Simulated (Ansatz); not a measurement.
Consider C2H6N (SMILES CC[NH]) (doublet).

```xyz
9

C    -0.5550    0.6641   -0.5802
C     0.4052   -0.3300    0.0668
N     0.1268   -0.6433    1.4370
H    -1.5874    0.2878   -0.5421
H    -0.2973    0.8357   -1.6348
H    -0.5286    1.6353   -0.0626
H     1.4354    0.0857    0.0196
H     0.4412   -1.2651   -0.5171
H    -0.0990    0.2530    1.8940
```

The calculation used UKS r2SCANh/def2-SVP (Ansatz).

> What can the converged electron density, electron localisation function and spin density tell about the bonding?

C–N (1.43 Å): ρ is about 2 e/Å³ halfway; the ELF peaks at about 0.95 between the atoms; a shared electron pair.
C–C (1.53 Å): ρ at the midpoint is about 1.6 e/Å³; the ELF peaks at about 0.95 between the atoms: localised, covalent bonding.
C–H (1.10 Å): the density is about 1.9 e/Å³ at the midpoint; the ELF climbs to about 1 towards the hydrogen, as it does in any bond to H; an ordinary covalent bond to hydrogen.
The unpaired spin (1 electron) lies mostly on N3 (about 0.8), in electrons by Hirshfeld's partition.

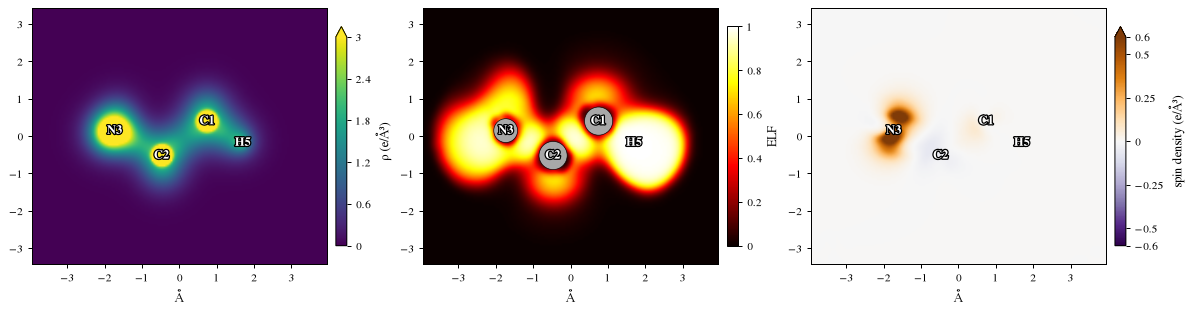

Computed electron density, electron localisation function and spin density on the plane of atoms C1, C2 and N3, in this order. Grey discs cover the atomic cores in the ELF map. 
